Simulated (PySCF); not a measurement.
F₄H₆N₂Si (cis-Si(NH3)2F4)

The calculation's input:

```
{"job": {"kind": "nmr", "xc": "PBE0", "basis": "pcSseg-1"}, "charge": 0, "multiplicity": 1}
Si    -0.589389     0.008854    -0.619976
N     -0.627623    -0.116357     1.415497
H     -1.609024     0.105381     1.593515
H     -0.058501     0.549566     1.935072
H     -0.457365    -1.067286     1.741342
F     -0.408070     0.129346    -2.253016
N      1.448418     0.091873    -0.551953
H      1.668036    -0.116818    -1.527795
H      1.925027    -0.596285     0.028249
H      1.786995     1.031731    -0.348759
F     -2.231552    -0.081881    -0.530082
F     -0.493305     1.650270    -0.316148
F     -0.323037    -1.640485    -0.543727
```

Run with:

```sh
OMP_NUM_THREADS=1 python probes_run.py task.json out
```

Geometry: PBE0-D3(BJ)/def2-SVP.

These are results of PBE0/pcSseg-1, SCF density, gas phase, non-relativistic (PySCF), not measurements.

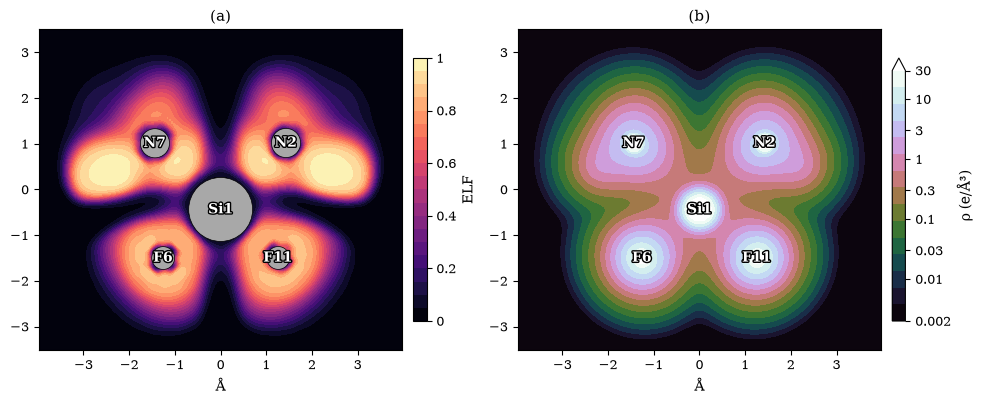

Figure 1. (a) ELF; (b) electron density on the plane of atoms F6, Si1 and F11. Grey discs cover the atomic cores in the ELF map.

Interpret the plot.

The plane passes through Si, N and F nuclei. Si–F (1.65 Å): ρ is about 1 e/Å³ halfway; the ELF peaks at about 0.85 in the valence shell of F, 0.6 Å from its nucleus, and is about 0.55 at the midpoint. Si–N (2.04 Å): ρ is about 0.58 e/Å³ halfway, with its minimum of 0.43 e/Å³ about 0.8 Å from Si; the ELF peaks at about 0.95 between the atoms; a polar covalent bond. The ELF also peaks beside F11 and F6, away from the bonds: lone-pair regions.

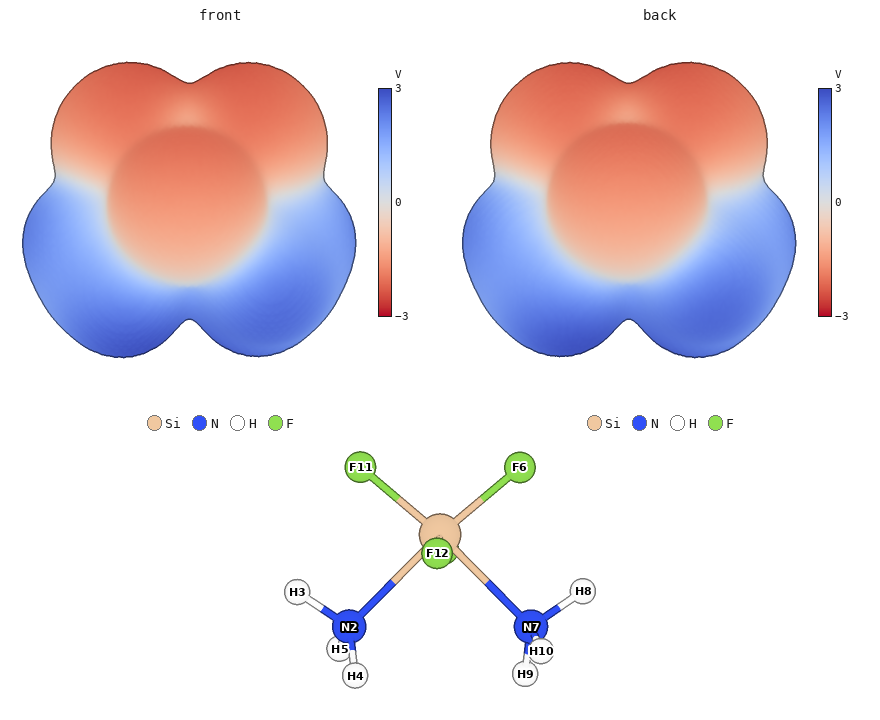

Figure 2. The molecular electrostatic potential painted on the density surface at 0.002 e/bohr³, seen from the front and from behind; the colour scale runs from red (negative) to blue (positive). The bare structure is drawn below in the same view.

Which sites attract a positive test charge, and which a negative one?

A positive charge is drawn to the negative regions and a negative charge to the positive ones. The most negative region (about −2.3 V, or −53 kcal/mol for a unit charge) lies over F6 and F11, the most positive (about +2.8 V, or +65 kcal/mol for a unit charge) over H4 and H9.
